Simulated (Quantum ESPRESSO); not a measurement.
# Core-hole calculation of the Zn K edge in ZnCu (Pm-3m), part 4 of 4

What does one-electron theory with a core hole give for the Zn K edge of ZnCu (Pm-3m)?

Quantum ESPRESSO 7.5; X-ray absorption near-edge structure, plane-wave PAW PBE, one-electron final states by a Lanczos continued fraction.

So far. Step 7 (Spectrum with XCH, Zn atom 1): The total-energy difference is 9696.10 eV. One term is added: -30.96 eV, since the hole is spin-paired here and a spin-polarised one costs that much less in the free atom (computed apart). The photon energy is then 9665.14 eV. The tabulated edge of the element is 9659 eV. The functional leaves an error of a few eV in such absolute values. Step 11 (Spectrum with FCH, Zn atom 1): Against the first run the r.m.s. difference is 2 %.

### 14. Spectrum with HCH, Zn atom 1

Changed against the first core-hole run: core hole from full to half.

Input file xspectra.in:

```
&input_xspectra
   calculation='xanes_dipole', edge='K'
   prefix='x', outdir='tmp', xiabs=1, xe0=12.7652
   xonly_plot=.false., x_save_file='xanes.sav'
   xniter=3000, xcheck_conv=20, xerror=0.005
   xcoordcrys=.false., xepsilon(1)=1, xepsilon(2)=0, xepsilon(3)=0
/
&plot
   xnepoint=413, xemin=-10, xemax=45, terminator=.true., cut_occ_states=.true.
   xgamma=0.4
/
&pseudos
   filecore='../Zn.wfc'
/
&cut_occ
   cut_desmooth=0.1, cut_stepl=0.05, cut_stepu=0.05, cut_ierror=1e-5
/
4 4 4 0 0 0
```

Launch:

```console
$ OMP_NUM_THREADS=1 mpirun --oversubscribe --bind-to none -np 4 xspectra.x -nk 4 -in xspectra.in > xspectra.out
```

The log of the run:

```text
     [... banner and references ...]
Reading input_file

     calculation: xanes_dipole

     xepsilon  [cartesian coordinates]:   1.000000   0.000000   0.000000

     xonly_plot: FALSE
        => complete calculation: Lanczos + spectrum plot

     filecore (core-wavefunction file): ../Zn.wfc

     main plot parameters:
        cut_occ_states: TRUE
        gamma_mode:  constant
        -> using xgamma [eV]:  0.40
        xemin [eV]: -10.00
        xemax [eV]:  45.00
        xnepoint:  413
        xe0 [eV]:  12.765200 (energy zero read in input file)

[...]
Results of STEP 1 successfully written in x_save_file
     x_save_file name:
     ->  xanes.sav
     x_save_file version:  2

     ... End STEP 1 ...

     ... Begin STEP 2 ...

     The spectrum is calculated using the following parameters:
        xe0 [eV]:   12.7652
        the occupied states are elimintate from the spectrum
        xemin [eV]: -10.00
        xemax [eV]:  45.00
        xnepoint:  413
        constant broadening parameter [eV]:    0.400
        Core level energy [eV]:  -9659.
         (from electron binding energy of neutral atoms in X-ray data booklet)

     Cross-section successfully written in xanes.dat

     ... End STEP 2 ...

                                END JOB XSpectra
```

The job ended after 4 min (4 MPI ranks of Intel Xeon Platinum 8259CL at 2.50GHz (Skylake/Cascade Lake), shared host; peak memory 0.25 GiB).

| E (eV) | first run | this run |
| --- | --- | --- |
| -2.0 | 0.10 | 0.10 |
| -1.0 | 0.16 | 0.14 |
| 0.0 | 0.30 | 0.26 |
| 1.0 | 0.50 | 0.43 |
| 2.0 | 0.55 | 0.49 |
| 3.0 | 0.68 | 0.59 |
| 4.0 | 0.91 | 0.77 |
| 5.0 | 1.08 | 0.92 |
| 6.0 | 1.15 | 1.05 |
| 7.0 | 1.19 | 1.11 |
| 8.0 | 1.18 | 1.16 |
| 9.0 | 1.13 | 1.15 |
| 10.0 | 1.06 | 1.09 |
| 11.0 | 1.14 | 1.13 |
| 12.0 | 1.12 | 1.18 |
| 13.0 | 1.12 | 1.14 |
| 14.0 | 1.29 | 1.27 |
| 15.0 | 1.27 | 1.39 |
| 16.0 | 1.12 | 1.29 |
| 17.0 | 1.01 | 1.14 |
| 18.0 | 0.98 | 1.07 |
| 19.0 | 0.94 | 1.03 |
| 20.0 | 0.90 | 0.99 |
| 21.0 | 0.87 | 0.95 |
| 22.0 | 0.90 | 0.95 |
| 23.0 | 0.97 | 1.00 |
| 24.0 | 1.04 | 1.08 |
| 25.0 | 1.04 | 1.11 |
| 26.0 | 1.01 | 1.09 |
| 27.0 | 0.99 | 1.07 |
| 28.0 | 1.01 | 1.08 |
| 29.0 | 1.08 | 1.12 |
| 30.0 | 1.16 | 1.19 |
| 31.0 | 1.17 | 1.25 |
| 32.0 | 1.13 | 1.25 |

Against the first run the r.m.s. difference is 8 %. The highest intensity below 24 eV goes from 14.4 eV (1.33) to 15.0 eV (1.39).

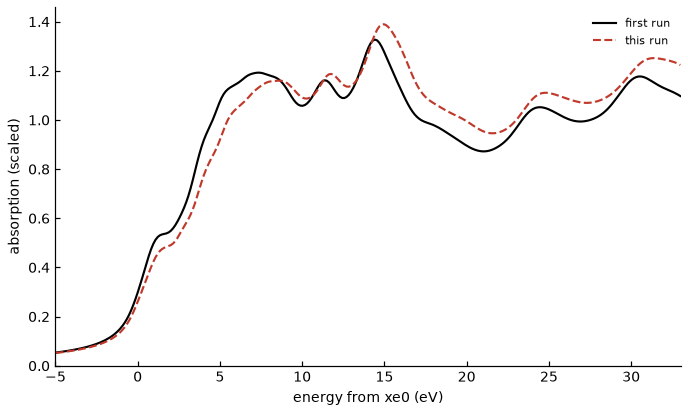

The effect of the change (core hole from full to half).

### 15. With and without the hole

Both curves are counted from their own zero, so only the shift of weight within the empty states shows.

| E (eV) | no hole | XCH |
| --- | --- | --- |
| -2.0 | 0.09 | 0.10 |
| -1.0 | 0.13 | 0.16 |
| 0.0 | 0.23 | 0.30 |
| 1.0 | 0.38 | 0.50 |
| 2.0 | 0.44 | 0.55 |
| 3.0 | 0.53 | 0.68 |
| 4.0 | 0.68 | 0.91 |
| 5.0 | 0.82 | 1.08 |
| 6.0 | 0.95 | 1.15 |
| 7.0 | 1.04 | 1.19 |
| 8.0 | 1.10 | 1.18 |
| 9.0 | 1.13 | 1.13 |
| 10.0 | 1.11 | 1.06 |
| 11.0 | 1.13 | 1.14 |
| 12.0 | 1.20 | 1.12 |
| 13.0 | 1.17 | 1.12 |
| 14.0 | 1.26 | 1.29 |
| 15.0 | 1.43 | 1.27 |
| 16.0 | 1.43 | 1.12 |
| 17.0 | 1.28 | 1.01 |
| 18.0 | 1.17 | 0.98 |
| 19.0 | 1.11 | 0.94 |
| 20.0 | 1.09 | 0.90 |
| 21.0 | 1.05 | 0.87 |
| 22.0 | 1.03 | 0.90 |
| 23.0 | 1.06 | 0.97 |
| 24.0 | 1.14 | 1.04 |
| 25.0 | 1.18 | 1.04 |
| 26.0 | 1.17 | 1.01 |
| 27.0 | 1.16 | 0.99 |
| 28.0 | 1.16 | 1.01 |
| 29.0 | 1.19 | 1.08 |
| 30.0 | 1.24 | 1.16 |
| 31.0 | 1.31 | 1.17 |
| 32.0 | 1.35 | 1.13 |

With each curve scaled to its own mean, the area from −2 to 6 eV with the hole is 4.8 against 3.7, and the centre of weight from −1 to 20 eV moves by -0.8 eV: the hole pulls the absorber's empty states down.

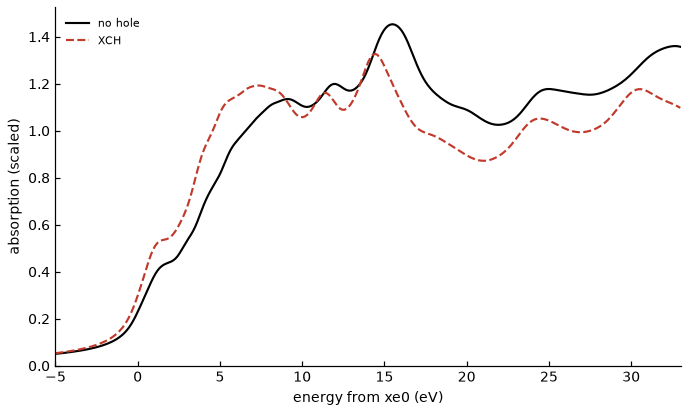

The Zn K edge with and without the core hole, each from its own zero; the highest intensity below 24 eV lies at 14.4 eV with the hole.

### 16. Runs not followed above

These runs aren't followed: redraws of a spectrum that repeat one shown, runs with a planted fault or a state judged unsound, or a program's part that gave no sound spectrum.

| program | step | status | elapsed |
| --- | --- | --- | --- |
| Quantum ESPRESSO | no core hole, redrawn | converged | 5.5 s |
| Quantum ESPRESSO | spectrum with XCH, redrawn | converged | 1.6 s |

### 17. What came out

* absorber and edge: Zn K, atom 1 of the ground-state input (counted from 1)
* surroundings: 8 Cu at 2.55 Å and 6 Zn at 2.94 Å (cube and octahedron, as in bcc, site symmetry m-3m)
* highest intensity below 24 eV: 14.4 eV above the zero, height 1.33
* photon energy of the zero, with the added terms: 9665.1 eV (raw 9696.1 eV; uncertain by a few eV)

The Zn K edge of atom 1, with 8 Cu at 2.55 Å and 6 Zn at 2.94 Å (cube and octahedron, as in bcc, site symmetry m-3m), has its highest intensity of the first 24 eV at 14.4 eV above the zero, near 9680 eV in photon energy (uncertain by a few eV), 1.3 times the mean level of the first 20 eV (Lorentzian half width 0.83 eV up to 4 eV, rising linearly to 1.75 eV at 25 eV (not a setting of the program: the run's 0.4 eV curve was folded afterwards with a further Lorentzian)). With each curve scaled to its own mean, the area from −2 to 6 eV with the hole is 4.8 against 3.7, and the centre of weight from −1 to 20 eV moves by -0.8 eV: the hole pulls the absorber's empty states down. The quadrupole part peaks at 20.7 eV with 0.2 % of the dipole spectrum's mean level. Changing the core hole to FCH alters the shape by 2 % r.m.s., so the result is insensitive to this choice. Changing the core hole from full to half alters the shape by 8 % r.m.s., a modest effect on the whole. The holes are only 5.9 Å apart, so the shape is probably not converged with cell size; no larger cell was run here. The structure is a published determination, not relaxed.

[Banner, clock and machine lines of the logs are left out without a mark of their own.]

[Logs are printed without paths, hosts, clocks, repeated set-up lines and the standing remarks that a program may print on its own settings, such as how far it seeks lower states.]

[Hosts, paths, dates, database ids (printed as entryN), source tags and the programs' standing remarks are cut or masked in the printed files.]

[Lists of maxima count a maximum above −3 eV only where it reaches 4 % of the highest in the window and stands out from its surroundings by 2 % of it (1.5 % where it reaches 55 %); shoulders and weaker maxima are passed over, and of the rest the first, up to two pre-edge ones and the few strongest are named.]
